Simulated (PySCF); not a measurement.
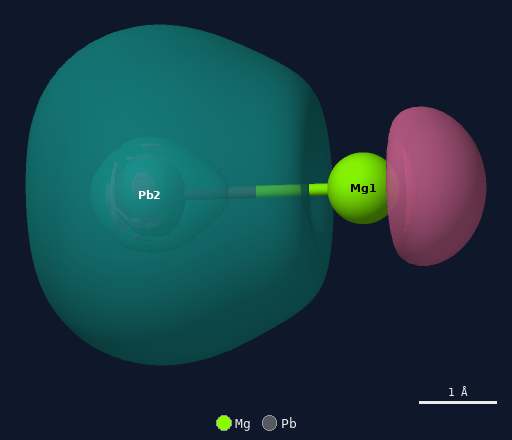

MgPb (triplet). Isosurfaces of the spin density (α minus β) at +0.015 (teal) and −0.015 e/Å³ (pink), seen from one side.

⟨S²⟩ = 2.08, above the pure value of 2.00; core potentials replace the inner electrons of Pb.

The calculation used PBE0/aug-cc-pVDZ(-PP), non-relativistic Hamiltonian with scalar-relativistic core potentials where named, at a bond length of 2.831 Å (PySCF 2.14.0).

Which atoms carry the spin?

Answer. The unpaired spin (2 electrons) lies mostly on Pb2 (about 1.9) and Mg1 (about 0.1), in electrons by Hirshfeld's partition.
